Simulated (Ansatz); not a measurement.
# Ag(111) with 4 thermally displaced layers, 2x2: scattering by thermal displacements, part 2 of 2

How much do lattice vibrations at 180 K scatter the electrons of Ag? Layers with random displacements are laid between perfect leads, and the resistance is followed against their length.

Ansatz 0.2.0; Ansatz plane-wave DFT, PBE, PAW files; ballistic transport by layer matching (Landauer), zero bias; PAW set soft_1.

So far, open channels per spin nearest the Fermi level: step 2 (with 4 displaced layers) 3.23.

### 3. With 8 displaced layers

System of this step: Ag(111) with 8 thermally displaced layers, 2x2. The cell holds 56 atoms: 56 Ag. Its edges and angles: a = 5.779 Å, b = 5.779 Å, c = 33.070 Å, α = 87.5°, β = 92.5°, γ = 120.0°. It derives from Ag. Regions: lead, 24 atoms (24 Ag); scattering region, 32 atoms (32 Ag). The structure is stacked along c, and the current runs across the ab planes.

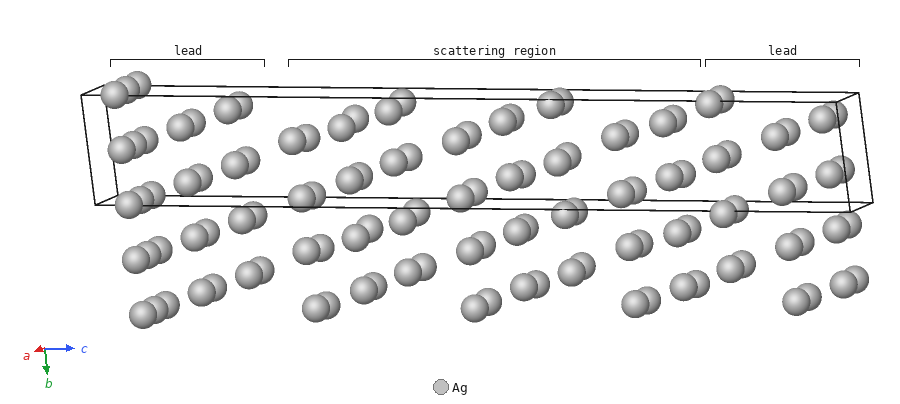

The cell of this step (silver light grey). 1×2×1 cells are drawn. Some periodic images of atoms are drawn too.

Contents of input.yaml:

```yaml
crystal:
  lattice:
    - [5.7787594586, 0.0, 0.0]
    - [-2.8893797293, 5.0045524935, 0.0]
    - [-1.4446898646, 0.8340920822, 33.0283613795]
  atoms:
    - { symbol: Ag, position: [0.005952381, 0.994047619, 0.0357142857] }
    - { symbol: Ag, position: [0.005952381, 0.494047619, 0.0357142857] }
    - { symbol: Ag, position: [0.505952381, 0.994047619, 0.0357142857] }
    - { symbol: Ag, position: [0.505952381, 0.494047619, 0.0357142857] }
    - { symbol: Ag, position: [0.1845238095, 0.3154761905, 0.1071428571] }
    - { symbol: Ag, position: [0.1845238095, 0.8154761905, 0.1071428571] }
    - { symbol: Ag, position: [0.6845238095, 0.3154761905, 0.1071428571] }
    - { symbol: Ag, position: [0.6845238095, 0.8154761905, 0.1071428571] }
    - { symbol: Ag, position: [0.3630952381, 0.1369047619, 0.1785714286] }
    - { symbol: Ag, position: [0.3630952381, 0.6369047619, 0.1785714286] }
    - { symbol: Ag, position: [0.8630952381, 0.1369047619, 0.1785714286] }
    - { symbol: Ag, position: [0.8630952381, 0.6369047619, 0.1785714286] }
    - { symbol: Ag, position: [0.0731361261, 0.9767907036, 0.2507652608] }
    - { symbol: Ag, position: [0.0270813709, 0.4580361023, 0.2514057138] }
    - { symbol: Ag, position: [0.5288442713, 0.9637637468, 0.2509204697] }
    - { symbol: Ag, position: [0.5415821746, 0.4418356489, 0.2485830923] }
    - { symbol: Ag, position: [0.2072517378, 0.262609629, 0.3251530904] }
    - { symbol: Ag, position: [0.2164010526, 0.7845031509, 0.3208748885] }
    - { symbol: Ag, position: [0.7491731983, 0.2981950794, 0.3227847733] }
    - { symbol: Ag, position: [0.6938818862, 0.7802531761, 0.3228925528] }
    - { symbol: Ag, position: [0.4073807389, 0.0918080288, 0.3967586269] }
    - { symbol: Ag, position: [0.3783087, 0.5915081242, 0.3948593711] }
    - { symbol: Ag, position: [0.9136259674, 0.1294208067, 0.3932608202] }
    - { symbol: Ag, position: [0.8880028673, 0.5962441998, 0.390520665] }
    - { symbol: Ag, position: [0.0664058216, 0.9313205502, 0.4655301682] }
    - { symbol: Ag, position: [0.0884953283, 0.4113522187, 0.4679026103] }
    - { symbol: Ag, position: [0.5848339689, 0.9450228811, 0.4633589873] }
    - { symbol: Ag, position: [0.5705127589, 0.4257808798, 0.4664943711] }
    - { symbol: Ag, position: [0.2533069327, 0.2362516451, 0.5328423238] }
    - { symbol: Ag, position: [0.2427049033, 0.7507982693, 0.5378335643] }
    - { symbol: Ag, position: [0.746661815, 0.2285532281, 0.5375837362] }
    - { symbol: Ag, position: [0.7354653009, 0.7337489811, 0.537044075] }
    - { symbol: Ag, position: [0.4095077581, 0.0711439052, 0.6058973861] }
    - { symbol: Ag, position: [0.4353984665, 0.5643342527, 0.6075756459] }
    - { symbol: Ag, position: [0.9381680147, 0.0542518594, 0.6101856146] }
    - { symbol: Ag, position: [0.9497876633, 0.5769840136, 0.6096371875] }
    - { symbol: Ag, position: [0.128725398, 0.8988062185, 0.6787332976] }
    - { symbol: Ag, position: [0.0944046973, 0.3852709459, 0.6769236622] }
    - { symbol: Ag, position: [0.5973062019, 0.8907600971, 0.6773539902] }
    - { symbol: Ag, position: [0.5932178911, 0.372069382, 0.6791461917] }
    - { symbol: Ag, position: [0.3053957552, 0.2270271349, 0.7499702044] }
    - { symbol: Ag, position: [0.3147361184, 0.7277395223, 0.7524628567] }
    - { symbol: Ag, position: [0.7715217192, 0.2255757627, 0.7507272304] }
    - { symbol: Ag, position: [0.7996127021, 0.7134428817, 0.7508196002] }
    - { symbol: Ag, position: [0.4702380952, 0.0297619048, 0.8214285714] }
    - { symbol: Ag, position: [0.4702380952, 0.5297619048, 0.8214285714] }
    - { symbol: Ag, position: [0.9702380952, 0.0297619048, 0.8214285714] }
    - { symbol: Ag, position: [0.9702380952, 0.5297619048, 0.8214285714] }
    - { symbol: Ag, position: [0.1488095238, 0.8511904762, 0.8928571429] }
    - { symbol: Ag, position: [0.1488095238, 0.3511904762, 0.8928571429] }
    - { symbol: Ag, position: [0.6488095238, 0.8511904762, 0.8928571429] }
    - { symbol: Ag, position: [0.6488095238, 0.3511904762, 0.8928571429] }
    - { symbol: Ag, position: [0.3273809524, 0.1726190476, 0.9642857143] }
    - { symbol: Ag, position: [0.3273809524, 0.6726190476, 0.9642857143] }
    - { symbol: Ag, position: [0.8273809524, 0.1726190476, 0.9642857143] }
    - { symbol: Ag, position: [0.8273809524, 0.6726190476, 0.9642857143] }
kpoints:
  mp_grid: { grid: [4, 4, 1] }
hamiltonian:
  xc: pbe
  pseudopotentials: { kind: paw, azcp: { folder: soft_1 } }
scf:
  occupations: { method: fermi_dirac, width: 0.1 }
output:
  transmission: { leads: [[0, 4]], kmesh: [8, 8], e_range: [-0.05, 0.05], de: 0.05 }
  write_potential: true
  write_density: true
  volumetric_format: npy
```

Command:

```sh
> ansatz run input.yaml --threads 4 --pin off --max-ram 15360MiB --backend cpu --events-out ev --progress --plain --runs-dir out
```

Numbers of over 12 decimals in the logs are rounded to 6 here.

What it wrote:

```text
[...]
Crystal: 56 atoms, lattice volume = 955.184 Å³
Basis set: ecut = 420 eV, 18759 PW (Γ)
Bands: 639, of which v1, the nominal top of the filled ones, is band 532 counted from 1 (531 counted from 0)
Symmetry: 1 space group operations
[...]
k-points: 10 of 16 (time reversal used)
[...]
SCF iter   1: F=—  HF=-425085.307087 eV  |F-HF|=—  |Δ(HF+E_count)|=         —  Δρ=7.05e-2  dr2=5.08e1  ethr=3.10e-3  ⟨swp⟩=4.0  Hψ=19057  notcnv=0  defer=100
[...]
SCF iter  11: F=-425071.763617 eV  HF=-425071.763617 eV  |F-HF|=3.98e-8  |Δ(HF+E_count)|=   5.65e-9  Δρ=6.86e-7  dr2=4.04e-8  ethr=9.40e-12  ⟨swp⟩=2.0  Hψ=11753  notcnv=0
SCF 1 converged in 11 iterations: F = -425071.763617 eV  dr2 = 4.04e-8
[...]
transmission: 141 of 1394 steps passed
transmission: 282 of 1394 steps passed
[...]
transmission: 1394 of 1394 steps passed
SCF converged after 11 iterations
Free energy (F): -425071.763617 eV
[...]
Internal energy: -425071.130768 eV  (E = F + TS)
E sigma→0 (E₀):  -425071.447193 eV
Entropy (-TS):   -0.632849 eV (-11.301 meV/atom)
Fermi energy:    17.158806 eV
[...]
--- Band table (eV; the first three rows and the last of 10) ---
  k-point 0: bands = [... 528 lower, 17.4477, 17.6649, 17.6841, 17.8703, 17.9015, 17.9137, 17.9276, 18.0873, ... 103 higher]
  k-point 1: bands = [... 528 lower, 16.9515, 17.0086, 17.0170, 17.0663, 17.1344, 17.2518, 17.2950, 17.4280, ... 103 higher]
  k-point 2: bands = [... 528 lower, 16.8846, 16.9164, 16.9459, 17.0261, 17.0433, 17.0695, 17.2137, 17.2411, ... 103 higher]
  k-point 9: bands = [... 528 lower, 16.7805, 16.8241, 17.0570, 17.0806, 17.0903, 17.1175, 17.3905, 17.4318, ... 103 higher]
--- Transmission ---
  basis      : 253 plane waves across, 41 finite elements along
  points     : 34, standing for a mesh of 8 x 8
[...]
channels       : 3.328125e0 a spin
[...]
junction   : crystal 0 to crystal 0, 0.70 to 31.37 Å
    transmission   : 3.199280e0 a spin
[...]
```

Run time: 12 min. Hardware: 4 threads of Arm Neoverse V2, shared host; peak memory 10 GiB.

This step gave:

```
free energy                                    : -425071.7636 eV
energy at zero smearing                        : -425071.4472 eV
Fermi energy                                   : 17.16 eV
transmission per spin nearest the Fermi level  : 3.199
open channels per spin nearest the Fermi level : 3.328
step of the lead's potential                   : 3.3 meV
```

Per spin. Transmission, zone mean against energy, zero at the Fermi level:

| energy (eV) | transmission, zone mean |
| --- | --- |
| -0.0500 | 3.20 |
| 0.0000 | 3.20 |
| 0.0500 | 3.14 |

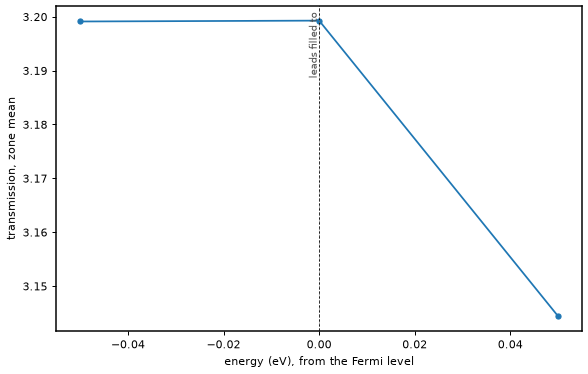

Transmission, zone mean, plotted against energy.

Over the solved energies the transmission per spin lies between 3.14 and 3.20, out of 3.30 channels of the lead on average (up to 3.33).

### 4. With 12 displaced layers

System of this step: Ag(111) with 12 thermally displaced layers, 2x2. The cell holds 72 atoms: 72 Ag. Cell: a = 5.779 Å, b = 5.779 Å, c = 42.465 Å, α = 90.0°, β = 90.0°, γ = 120.0°. It derives from Ag. Regions: lead, 24 atoms (24 Ag); scattering region, 48 atoms (48 Ag). The structure is stacked along c, and the current runs across the ab planes.

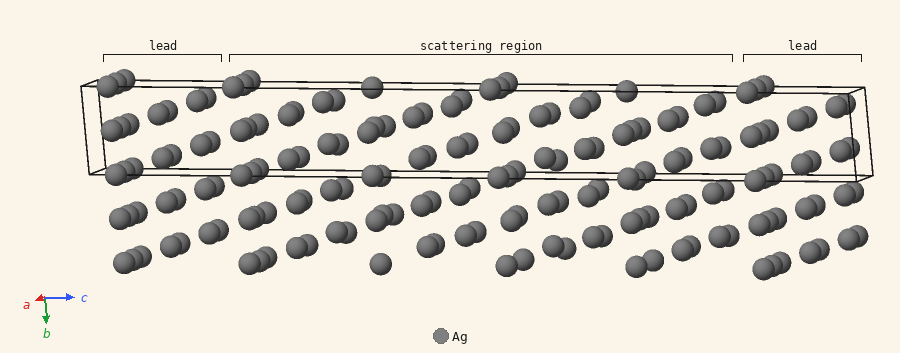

The cell of this step (silver grey). 1×2×1 cells are drawn. Some periodic images of atoms are drawn too.

Contents of input.yaml:

```yaml
crystal:
  lattice:
    - [5.7787594586, 0.0, 0.0]
    - [-2.8893797293, 5.0045524935, 0.0]
    - [0.0, 0.0, 42.4650360593]
  atoms:
    - { symbol: Ag, position: [0.0, 0.0, 0.0277777778] }
    - { symbol: Ag, position: [0.0, 0.5, 0.0277777778] }
    - { symbol: Ag, position: [0.5, 0.0, 0.0277777778] }
    - { symbol: Ag, position: [0.5, 0.5, 0.0277777778] }
    - { symbol: Ag, position: [0.1666666667, 0.3333333333, 0.0833333333] }
    - { symbol: Ag, position: [0.1666666667, 0.8333333333, 0.0833333333] }
    - { symbol: Ag, position: [0.6666666667, 0.3333333333, 0.0833333333] }
    - { symbol: Ag, position: [0.6666666667, 0.8333333333, 0.0833333333] }
    - { symbol: Ag, position: [0.3333333333, 0.1666666667, 0.1388888889] }
    - { symbol: Ag, position: [0.3333333333, 0.6666666667, 0.1388888889] }
    - { symbol: Ag, position: [0.8333333333, 0.1666666667, 0.1388888889] }
    - { symbol: Ag, position: [0.8333333333, 0.6666666667, 0.1388888889] }
    - { symbol: Ag, position: [0.0013731143, 0.9949278733, 0.1912773464] }
    - { symbol: Ag, position: [0.9929879093, 0.4886417426, 0.1962434137] }
    - { symbol: Ag, position: [0.4970557396, 0.0011796653, 0.1930294595] }
    - { symbol: Ag, position: [0.4936692122, 0.4998370159, 0.1919706111] }
    - { symbol: Ag, position: [0.1695971254, 0.3318343309, 0.2480252308] }
    - { symbol: Ag, position: [0.1409408936, 0.8405837343, 0.2495043856] }
    - { symbol: Ag, position: [0.6585114577, 0.3299960199, 0.2530252685] }
    - { symbol: Ag, position: [0.6666692207, 0.834557428, 0.2475233392] }
    - { symbol: Ag, position: [0.3599773542, 0.1796325143, 0.3073324932] }
    - { symbol: Ag, position: [0.3403938166, 0.6796207397, 0.3061733528] }
    - { symbol: Ag, position: [0.8397625114, 0.1645158911, 0.3031008537] }
    - { symbol: Ag, position: [0.8322527261, 0.6393220122, 0.3051559506] }
    - { symbol: Ag, position: [0.9901281372, 0.9852624057, 0.3621322433] }
    - { symbol: Ag, position: [0.9944613586, 0.4938262209, 0.3619768869] }
    - { symbol: Ag, position: [0.50398181, 0.0196289249, 0.3616964456] }
    - { symbol: Ag, position: [0.4804567578, 0.4725238434, 0.3589331001] }
    - { symbol: Ag, position: [0.1796103704, 0.3326182018, 0.4161951331] }
    - { symbol: Ag, position: [0.1777146042, 0.8152070636, 0.4156912769] }
    - { symbol: Ag, position: [0.6650258925, 0.3416193927, 0.4155615751] }
    - { symbol: Ag, position: [0.6478173963, 0.8106495239, 0.4178813691] }
    - { symbol: Ag, position: [0.3398332832, 0.1599345585, 0.4724942584] }
    - { symbol: Ag, position: [0.3141793676, 0.6599990507, 0.4745171448] }
    - { symbol: Ag, position: [0.8513193972, 0.1993164905, 0.470911184] }
    - { symbol: Ag, position: [0.8390537584, 0.663903798, 0.4731645694] }
    - { symbol: Ag, position: [0.9959463456, 0.9920692049, 0.5263327965] }
    - { symbol: Ag, position: [0.0369774309, 0.4989069674, 0.5244191095] }
    - { symbol: Ag, position: [0.4968530417, 0.009581989, 0.5269450336] }
    - { symbol: Ag, position: [0.5237328303, 0.5141657913, 0.5275240638] }
    - { symbol: Ag, position: [0.1537875391, 0.3191335868, 0.5821675669] }
    - { symbol: Ag, position: [0.1571476854, 0.8503537403, 0.5859825823] }
    - { symbol: Ag, position: [0.6429436035, 0.3166339087, 0.5803879471] }
    - { symbol: Ag, position: [0.6329212368, 0.7894348949, 0.5814309131] }
    - { symbol: Ag, position: [0.3467632363, 0.1617816573, 0.640312165] }
    - { symbol: Ag, position: [0.3397898309, 0.6915482393, 0.6392206785] }
    - { symbol: Ag, position: [0.8466934658, 0.2027372656, 0.6383484939] }
    - { symbol: Ag, position: [0.8198139751, 0.6695200385, 0.6388242107] }
    - { symbol: Ag, position: [0.0065380834, 0.9869755623, 0.6957846685] }
    - { symbol: Ag, position: [0.0057185888, 0.4905643105, 0.6947163209] }
    - { symbol: Ag, position: [0.5064081342, 0.0331507231, 0.693271728] }
    - { symbol: Ag, position: [0.4869238528, 0.4849376846, 0.6938679932] }
    - { symbol: Ag, position: [0.1720199117, 0.344183652, 0.7489832587] }
    - { symbol: Ag, position: [0.1543842141, 0.8133156485, 0.7486219945] }
    - { symbol: Ag, position: [0.7077512199, 0.3480480771, 0.7486985693] }
    - { symbol: Ag, position: [0.6434053995, 0.8195464952, 0.7499638747] }
    - { symbol: Ag, position: [0.3284987378, 0.1561474377, 0.8034128169] }
    - { symbol: Ag, position: [0.3539328183, 0.6730498399, 0.8049317274] }
    - { symbol: Ag, position: [0.8268911172, 0.1591833956, 0.8006656885] }
    - { symbol: Ag, position: [0.8271844575, 0.651537841, 0.8038856247] }
    - { symbol: Ag, position: [0.0, 0.0, 0.8611111111] }
    - { symbol: Ag, position: [0.0, 0.5, 0.8611111111] }
    - { symbol: Ag, position: [0.5, 0.0, 0.8611111111] }
    - { symbol: Ag, position: [0.5, 0.5, 0.8611111111] }
    - { symbol: Ag, position: [0.1666666667, 0.3333333333, 0.9166666667] }
    - { symbol: Ag, position: [0.1666666667, 0.8333333333, 0.9166666667] }
    - { symbol: Ag, position: [0.6666666667, 0.3333333333, 0.9166666667] }
    - { symbol: Ag, position: [0.6666666667, 0.8333333333, 0.9166666667] }
    - { symbol: Ag, position: [0.3333333333, 0.1666666667, 0.9722222222] }
    - { symbol: Ag, position: [0.3333333333, 0.6666666667, 0.9722222222] }
    - { symbol: Ag, position: [0.8333333333, 0.1666666667, 0.9722222222] }
    - { symbol: Ag, position: [0.8333333333, 0.6666666667, 0.9722222222] }
kpoints:
  mp_grid: { grid: [4, 4, 1] }
hamiltonian:
  xc: pbe
  pseudopotentials: { kind: paw, azcp: { folder: soft_1 } }
scf:
  occupations: { method: fermi_dirac, width: 0.1 }
output:
  transmission: { leads: [[0, 4]], kmesh: [8, 8], e_range: [-0.05, 0.05], de: 0.05 }
  write_potential: true
  write_density: true
  volumetric_format: npy
```

What it wrote:

```text
[...]
Crystal: 72 atoms, lattice volume = 1228.093 Å³
Basis set: ecut = 420 eV, 24081 PW (Γ)
Bands: 821, of which v1, the nominal top of the filled ones, is band 684 counted from 1 (683 counted from 0)
Symmetry: 1 space group operations
[...]
k-points: 10 of 16 (time reversal used)
[...]
SCF iter   1: F=—  HF=-546537.526556 eV  |F-HF|=—  |Δ(HF+E_count)|=         —  Δρ=7.04e-2  dr2=6.51e1  ethr=3.10e-3  ⟨swp⟩=4.0  Hψ=24464  notcnv=0  defer=158
[...]
SCF iter  12: F=-546520.149955 eV  HF=-546520.149955 eV  |F-HF|=3.96e-9  |Δ(HF+E_count)|=   5.59e-9  Δρ=6.51e-7  dr2=7.77e-9  ethr=7.31e-12  ⟨swp⟩=7.2  Hψ=30716  notcnv=0
SCF 1 converged in 12 iterations: F = -546520.149955 eV  dr2 = 7.77e-9
[...]
transmission: 186 of 1802 steps passed
transmission: 363 of 1802 steps passed
[...]
transmission: 1802 of 1802 steps passed
SCF converged after 12 iterations
Free energy (F): -546520.149955 eV
[...]
Internal energy: -546519.317788 eV  (E = F + TS)
E sigma→0 (E₀):  -546519.733872 eV
Entropy (-TS):   -0.832167 eV (-11.558 meV/atom)
Fermi energy:    17.239426 eV
[...]
--- Band table (eV; the first three rows and the last of 10) ---
  k-point 0: bands = [... 680 lower, 17.4712, 17.7867, 17.8008, 17.8252, 17.8415, 17.8577, 17.8801, 18.0781, ... 133 higher]
  k-point 1: bands = [... 680 lower, 17.0244, 17.0911, 17.1098, 17.1953, 17.2081, 17.2581, 17.3188, 17.3551, ... 133 higher]
  k-point 2: bands = [... 680 lower, 16.9017, 16.9146, 16.9288, 16.9458, 17.2300, 17.2465, 17.2948, 17.3024, ... 133 higher]
  k-point 9: bands = [... 680 lower, 16.8963, 16.9092, 16.9166, 16.9371, 17.2239, 17.2354, 17.2909, 17.3053, ... 133 higher]
--- Transmission ---
  basis      : 253 plane waves across, 53 finite elements along
  points     : 34, standing for a mesh of 8 x 8
[...]
channels       : 3.234375e0 a spin
[...]
junction   : crystal 0 to crystal 0, 0.70 to 40.80 Å
    transmission   : 3.069480e0 a spin
[...]
```

Elapsed: 20 min, on 4 threads; peak memory 8.1 GiB.

This step gave:

```yaml
free_energy: -546520.1500 eV
energy_at_zero_smearing: -546519.7339 eV
fermi_energy: 17.24 eV
transmission_per_spin_nearest_the_fermi_level: 3.069
open_channels_per_spin_nearest_the_fermi_level: 3.234
step_of_the_lead_s_potential: 7.9 meV
```

Per spin. Transmission, zone mean against energy, zero at the Fermi level:

| energy (eV) | transmission, zone mean |
| --- | --- |
| -0.0500 | 3.05 |
| 0.0000 | 3.07 |
| 0.0500 | 3.08 |

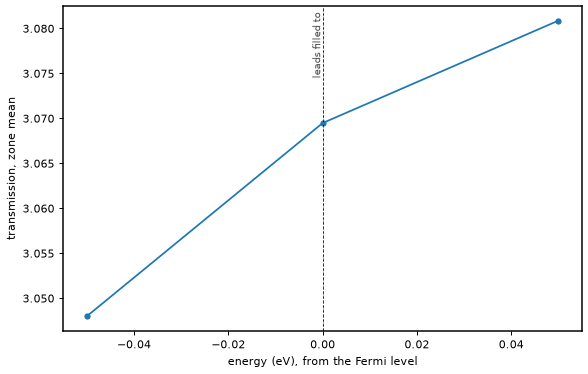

Transmission, zone mean against energy.

Over the solved energies the transmission per spin lies between 3.05 and 3.08, out of 3.23 channels of the lead on average (up to 3.23).

### 5. The fit

This step: Ansatz plane-wave DFT, PBE, PAW files; ballistic transport by layer matching (Landauer), zero bias; resistivity from the slope of the area resistance; PAW set soft_1 (Ansatz 0.2.0).

Numbers from this step:

```yaml
resistivity: 2.533 µΩ cm
intercept: -0.007771 fΩ m²
scatter_about_the_fit: 8.66e-4 fΩ m²
```

Resistance, by row:

| run | length (Å) | T | channels N | RA (fΩ m²) |
| --- | --- | --- | --- | --- |
| n4 | 9.437 | 3.191 | 3.234 | 0.01552 |
| n8 | 18.87 | 3.181 | 3.297 | 0.04126 |
| n12 | 28.31 | 3.066 | 3.234 | 0.06333 |

Table of area resistance by length of the displaced region:

| length of the displaced region (Å) | area resistance (fΩ m²) |
| --- | --- |
| 9.44 | 0.0155 |
| 18.87 | 0.0413 |
| 28.31 | 0.0633 |

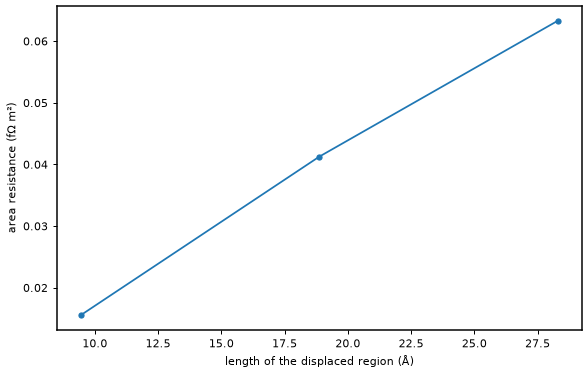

Area resistance, plotted against length of the displaced region.

The area resistance goes from 0.016 to 0.063 fΩ m² between 9.4 and 28.3 Å, a slope of 2.5 µΩ cm.

By hand from the end points: (0.06333 − 0.01552) fΩ m² / (28.31 − 9.44) Å = 2.5 µΩ cm, since 1 fΩ m² per Å is 1000 µΩ cm.

### 6. Results

```json
{"resistivity from the slope": "2.53 µΩ cm", "area resistance over 9.44 Å": "0.0155 fΩ m²", "area resistance over 18.9 Å": "0.0413 fΩ m²", "area resistance over 28.3 Å": "0.0633 fΩ m²"}
```

**Reading.** The slope gives 2.5 µΩ cm. The points scatter by 8.7e-4 fΩ m² about the line, with one random draw a length in a 2x2 cell, so the slope is a rough value. The mean square of the displacements drawn is 0.78, 0.99 and 1.2 of the nominal one at the three lengths; with each resistance scaled back by that, the slope is 1.8 µΩ cm, the value used below. The lead's own channel count moves between the runs (3.23, 3.30 and 3.23), which shifts RA and the slope too. Read with a model of isotropic scattering on a spherical Fermi surface and the lead's 0.87×10¹⁵ S/m², this slope means a mean free path near 600 Å; over these lengths the model's slope is 1.24 times its bulk resistivity, which would be 1.4 µΩ cm. Uncorrelated displacements put too much weight on short waves, which scatter strongly; with the sideways repeat of a small cell, one draw and three short lengths, the method is good to a factor of two or three.

[Logs are printed without paths, hosts, clocks, repeated set-up lines and the standing remarks that a program may print on its own settings, such as how far it seeks lower states.]

[Hosts, paths, dates, database ids (printed as entryN), source tags and the programs' standing remarks are cut or masked in the printed files.]
